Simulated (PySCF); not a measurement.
# Cu3: structure of the doublet

Aim: relax Cu3 as a doublet from a obtuse triangle start, check by its vibrations whether the end is a minimum, and collect its spectrum and constants.

The runs use PySCF 2.14.0; PBE0, basis Cu def2-TZVP, no relativity, density fitting.

### 1 The system as given

3 atoms, charge 0, spin multiplicity 2.

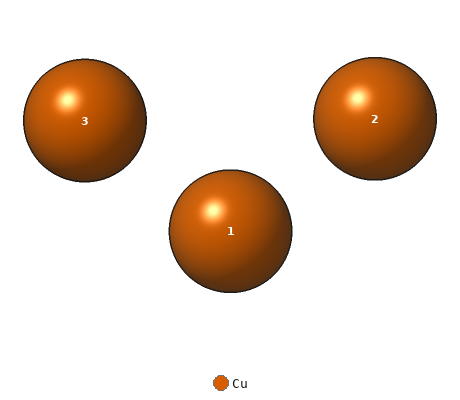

The starting geometry (copper orange); atoms are numbered from 1 in the order of the file.

```xyz
3
charge 0 multiplicity 2
Cu    0.0000    0.0000    0.0000
Cu    1.7472    1.3440    0.0000
Cu   -1.7472    1.3440    0.0000
```

### 2 First SCF at the start

One driver script runs all steps and calls PySCF; scf.py shows how it sets up the SCF of each step. The optimiser is the driver's own. After this first run the driver tries any further starts and a stability analysis.

The input, scf.py:

```python
from pyscf import gto, scf, dft
mol = gto.M(atom='''
Cu     0.000000     0.000000     0.000000
Cu     1.747200     1.344000     0.000000
Cu    -1.747200     1.344000     0.000000''',
    basis={'Cu': 'def2-TZVP'},
    charge=0, spin=1)
mf = dft.UKS(mol, xc='PBE0')
mf.grids.atom_grid = (50, 194)
aux = {'Cu': 'def2-universal-JKFIT'}
mf = mf.density_fit(auxbasis=aux)
mf.conv_tol = 1e-08
mf.diis_space = 10
mf.max_cycle = 60
mf.init_guess = 'minao'
mf.verbose = 4
mf.kernel()
```

Run with:

```
OMP_NUM_THREADS=4 python axn.py task.json out
```

The log of the run:

```text
init E= -4919.86619764503
[... the frontier-level lines of each cycle are left out ...]
cycle= 1 E= -4918.5316436118  delta_E= 1.33  |g|= 3.66  |ddm|= 1.82
cycle= 2 E= -4913.41857314513  delta_E= 5.11  |g|= 6.93  |ddm|= 3.11
cycle= 3 E= -4920.62745179477  delta_E= -7.21  |g|= 0.983  |ddm|= 1.74
cycle= 4 E= -4920.82209900364  delta_E= -0.195  |g|= 0.126  |ddm|= 0.604
cycle= 5 E= -4920.82339403144  delta_E= -0.0013  |g|= 0.119  |ddm|= 0.0847
cycle= 6 E= -4920.82555322365  delta_E= -0.00216  |g|= 0.032  |ddm|= 0.0511
cycle= 7 E= -4920.82585027891  delta_E= -0.000297  |g|= 0.00469  |ddm|= 0.0262
cycle= 8 E= -4920.8259068947  delta_E= -5.66e-05  |g|= 0.00334  |ddm|= 0.0203
cycle= 9 E= -4920.82591652822  delta_E= -9.63e-06  |g|= 0.000541  |ddm|= 0.00936
cycle= 10 E= -4920.82591709971  delta_E= -5.71e-07  |g|= 0.000391  |ddm|= 0.00253
cycle= 11 E= -4920.82591720066  delta_E= -1.01e-07  |g|= 0.000113  |ddm|= 0.000814
cycle= 12 E= -4920.82591721398  delta_E= -1.33e-08  |g|= 3.59e-05  |ddm|= 0.000323
cycle= 13 E= -4920.82591721502  delta_E= -1.04e-09  |g|= 1.18e-05  |ddm|= 9.47e-05
Extra cycle  E= -4920.82591721497  delta_E= 5e-11  |g|= 3.04e-05  |ddm|= 2.27e-05
converged SCF energy = -4920.82591721497  <S^2> = 0.76133399  2S+1 = 2.0113021
```

This step, with its further starts and checks, needed 47 s of wall time on 4 threads of Arm Neoverse V1, shared host.

Energies from each starting density:

```tsv
start	energy (Eh)
the minimal-basis guess	-4920.825917
a thermally smeared density	-4920.825917
a smeared PBE density	-4920.825917
```

The test of internal stability and the other starts found no lower solution of this spin.

### 3 Relaxation: obtuse triangle start, doublet

The program finds C2v symmetry in the start, which this walk keeps. Threshold on the gradient: 0.0003 Eh/bohr, with a further test on the energy change.

Edit scf.py of step 2 so:

```diff
@@ -3,3 +3,3 @@
-Cu     0.000000     0.000000     0.000000
-Cu     1.747200     1.344000     0.000000
-Cu    -1.747200     1.344000     0.000000''',
+Cu     0.000000    -0.896000     0.000000
+Cu     1.747200     0.448000     0.000000
+Cu    -1.747200     0.448000     0.000000''',
@@ -15 +14,0 @@
-mf.init_guess = 'minao'
```

The optimiser's trace:

```tsv
step	energy (Eh)	change (kJ/mol)	largest symmetric gradient (Eh/bohr)
0	-4920.825917	0.00	0.02403
1	-4920.828138	-5.83	0.01627
2	-4920.830209	-11.27	0.00352
3	-4920.830320	-11.56	0.00078
4	-4920.830334	-11.60	0.00082
5	-4920.830363	-11.67	0.00139
6	-4920.830482	-11.98	0.00319
7	-4920.830663	-12.46	0.00643
8	-4920.830841	-12.93	0.00977
9	-4920.831122	-13.67	0.01372
10	-4920.832350	-16.89	0.01363
11	-4920.834119	-21.53	0.01042
12	-4920.834969	-23.77	0.00218
13	-4920.835000	-23.85	0.00405
14	-4920.835115	-24.15	0.00141
15	-4920.835127	-24.18	0.00015
16	-4920.835128	-24.18	0.00001
```

The walk took 3.1 min.

Positions (Å) and forces (eV/Å) along the way:

```
step 0
Cu   0.000  -0.896   0.000   0.000  -1.236   0.000
Cu   1.747   0.448   0.000   0.741   0.618   0.000
Cu  -1.747   0.448   0.000  -0.741   0.618   0.000
step 1
Cu   0.000  -0.925   0.000   0.000  -0.837   0.000
Cu   1.759   0.463   0.000   0.478   0.418   0.000
Cu  -1.759   0.463   0.000  -0.478   0.418   0.000
step 8
Cu   0.000  -1.214   0.000   0.000   0.502   0.000
Cu   1.593   0.607   0.000  -0.394  -0.251   0.000
Cu  -1.593   0.607   0.000   0.394  -0.251   0.000
step 16
Cu   0.000  -1.291   0.000   0.000   0.001   0.000
Cu   1.310   0.646   0.000   0.001   0.000   0.000
Cu  -1.310   0.646   0.000  -0.001   0.000   0.000
```

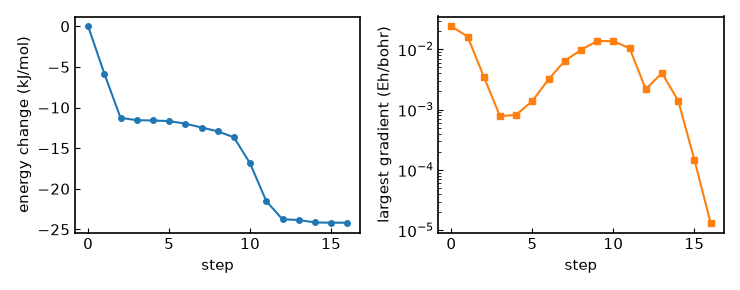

Energy and largest gradient along the walk.

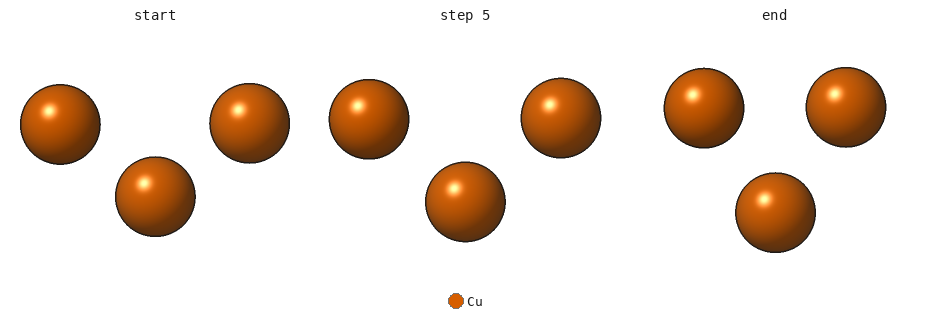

The geometry along the walk, at one scale.

End point (C2v, 16 steps, 24.2 kJ/mol gained): Cu–Cu 2.339 Å (×2), Cu–Cu 2.620 Å; Cu–Cu–Cu 55.9° (×2), Cu–Cu–Cu 68.1°.

### 4 Vibrations and properties at this point

The point is checked on the finer grid, and tightened if its gradient asks for it. The Hessian and the dipole derivatives come from central differences of analytic gradients, with steps of 0.02 bohr.

Edit scf.py of step 3 so:

```diff
@@ -3,3 +3,3 @@
-Cu     0.000000    -0.896000     0.000000
-Cu     1.747200     0.448000     0.000000
-Cu    -1.747200     0.448000     0.000000''',
+Cu     0.000000    -1.292321     0.000000
+Cu     1.310798     0.646161     0.000000
+Cu    -1.310798     0.646161     0.000000''',
@@ -9 +9 @@
-mf.grids.atom_grid = (50, 194)
+mf.grids.atom_grid = (75, 302)
@@ -12 +12 @@
-mf.conv_tol = 1e-08
+mf.conv_tol = 1e-10
```

This SCF starts from the last density.

Log of the central SCF (cycles and frontier levels):

```text
init E= -4920.83468704132
[... the frontier-level lines of each cycle are left out ...]
cycle= 1 E= -4920.8346870413  delta_E= 2.55e-11  |g|= 1.1e-05  |ddm|= 6.05e-06
cycle= 2 E= -4920.83468704116  delta_E= 1.44e-10  |g|= 3.12e-05  |ddm|= 1.29e-05
cycle= 3 E= -4920.83468704132  delta_E= -1.67e-10  |g|= 1.28e-06  |ddm|= 9.72e-06
cycle= 4 E= -4920.83468704134  delta_E= -1.64e-11  |g|= 2.67e-07  |ddm|= 5.59e-07
Extra cycle  E= -4920.83468704132  delta_E= 2e-11  |g|= 5e-07  |ddm|= 1.06e-06
converged SCF energy = -4920.83468704132  <S^2> = 0.76083727  2S+1 = 2.0108081
```

The whole step took 1.9 min.

Geometry: C2v; Cu–Cu 2.340 Å (×2), Cu–Cu 2.622 Å; Cu–Cu–Cu 55.9° (×2), Cu–Cu–Cu 68.1°.

Modes, for the most abundant isotopes:

```tsv
symmetry	ω (cm⁻¹)	IR (km/mol)	μ (u)
a1	99	1.8	62.93
b2	145	29.7	62.93
a1	240	1.7	62.93
```

μ is the mass of the mode for normalised Cartesian displacements, not the reduced mass of the usual diatomic formula.

All wavenumbers are real: a minimum.

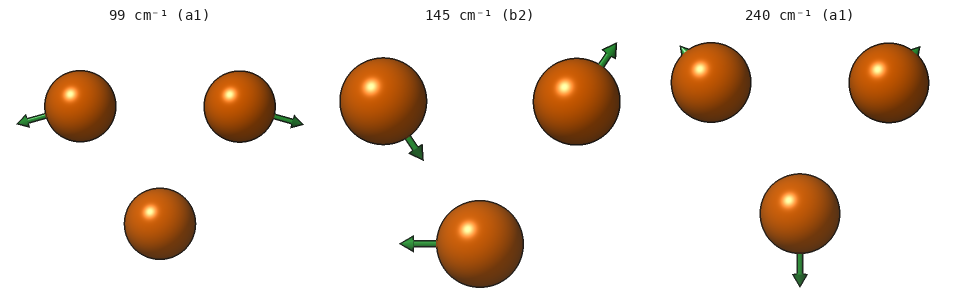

How the atoms move in 3 of the modes.

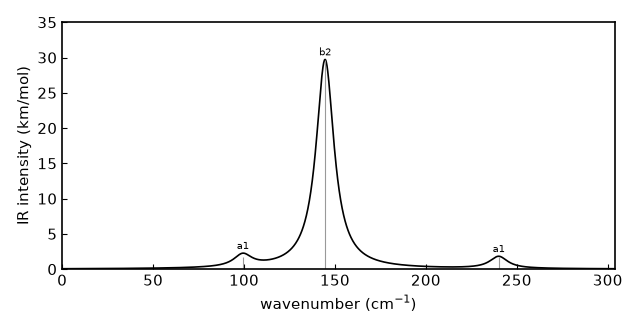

The harmonic infrared spectrum (widths in cm⁻¹). Lines are broadened to a width of 12 cm⁻¹ (Lorentzian).

Properties at this point:

* Dipole moment: 0.74 D
* Highest occupied level: -4.09 eV
* Lowest empty level: -2.58 eV
* Rotational constants: 0.1069, 0.07795, 0.04509 cm⁻¹
* Zero-point energy: 2.9 kJ/mol
* Principal polarisabilities: 60.1, 109.6, 207.9 bohr³
* Atomisation energy without zero-point energy: 268 kJ/mol
* Principal traceless quadrupole moments about the centre of mass: -6.50, -2.27, 8.76 D Å
* Entropy at 298.15 K and 1 bar (electronic part: spin only): 324.3 J/(mol K)
* Heat capacity Cp at 298.15 K: 56.8 J/(mol K)
* Enthalpy at 298.15 K above 0 K: 14.88 kJ/mol
* Rotational symmetry number: 2
* Spin squared ⟨S²⟩: 0.761

Populations by atom (charges in e):

```json
{"atom": "Cu1", "Mulliken": "0.15", "Löwdin": "0.11", "polar tensor": "0.45", "spin (Mulliken)": "0.01", "Mayer order to Cu1": "–"}
{"atom": "Cu2,3", "Mulliken": "-0.08", "Löwdin": "-0.05", "polar tensor": "-0.22", "spin (Mulliken)": "0.49", "Mayer order to Cu1": "0.62"}
```

Mulliken populations on Cu1: s 6.77, p 12.15, d 9.93, f 0.00.

### 5 What came out

```
                                          quantity                                                                   value
                                           minimum                                                            doublet, C2v
                                          geometry  Cu–Cu 2.340 Å (×2), Cu–Cu 2.622 Å; Cu–Cu–Cu 55.9° (×2), Cu–Cu–Cu 68.1°
                                wavenumbers (cm⁻¹)                                             99 (a1), 145 (b2), 240 (a1)
                                     dipole moment                                                                  0.74 D
highest occupied, lowest empty level (either spin)                                                         -4.09, -2.58 eV
                        polar-tensor charge of Cu1                                                                 +0.45 e
                                 zero-point energy                                                              2.9 kJ/mol
                               entropy at 298.15 K                                                         324.3 J/(mol K)
         atomisation energy (no zero-point energy)                                                              268 kJ/mol
                                              ⟨S²⟩                                                                   0.761
```

What this shows: The obtuse triangle start keeps its C2v symmetry and ends in a minimum. In the infrared the band at 145 cm⁻¹ (b2) leads. Other starts or spin states, not run here, may lie lower. One determinant may miss the lowest occupation of an open d or f shell.

The search up to here took 5.7 min.
